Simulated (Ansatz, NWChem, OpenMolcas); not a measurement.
How methods differ on SiN2H5 (SMILES N[SiH]N)

SiN2H5: 8 atoms, total charge 0, spin state doublet. SMILES: `N[SiH]N`. The coordinates come from a PBE0-D4/def2-TZVP relaxation. This is one conformer, not always the lowest.

Each level gives the vertical electron affinity (to the singlet anion) (eV). The values are calculated.

The electron affinity is E(neutral) − E(anion): positive where the electron is bound.

| level | kind | program | value (eV) |
| --- | --- | --- | --- |
| USVWN5/def2-SVPD | LDA | OpenMolcas | -0.07 |
| UBLYP/def2-SVPD | GGA | OpenMolcas | -0.29 |
| UM06-L/def2-SVPD | meta-GGA | OpenMolcas | -0.37 |
| UM06-2X/def2-SVPD | hybrid meta-GGA | NWChem | -0.30 |
| UPBE0/def2-SVPD | global hybrid | OpenMolcas | -0.33 |
| U-wB97M-V/def2-SVPD | range-separated hybrid | Ansatz | -0.19 |
| UB2PLYP/def2-SVPD | double hybrid | Ansatz | -0.33 |
| RPA@PBE/def2-SVPD | RPA | Ansatz | -0.09 |
| UMP2/def2-SVPD | perturbation theory | Ansatz | -0.48 |

Where it was recorded, the anion's HOMO is positive in USVWN5/def2-SVPD, UBLYP/def2-SVPD, UM06-L/def2-SVPD, UM06-2X/def2-SVPD, UPBE0/def2-SVPD, U-wB97M-V/def2-SVPD, UB2PLYP/def2-SVPD: a fault of the level (basis or self-interaction), which says nothing on whether the real anion is bound. The values span -0.48 to -0.07 eV. The second state's dipole differs much between rows, so they may not all be the same state. Negative values mean that the anion is unbound at that level; they are set by how diffuse the basis is and aren't properties of the molecule, whose anion may well be bound.

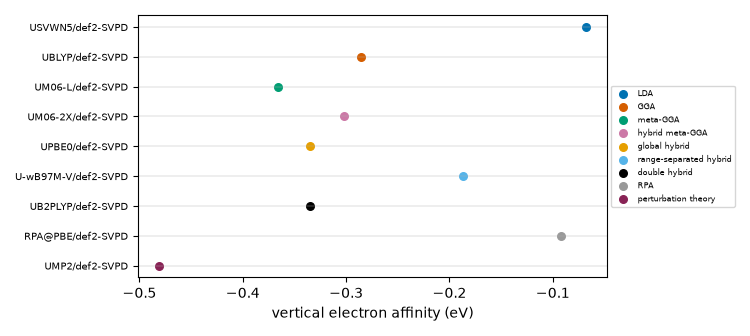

The values of the table, level by level.
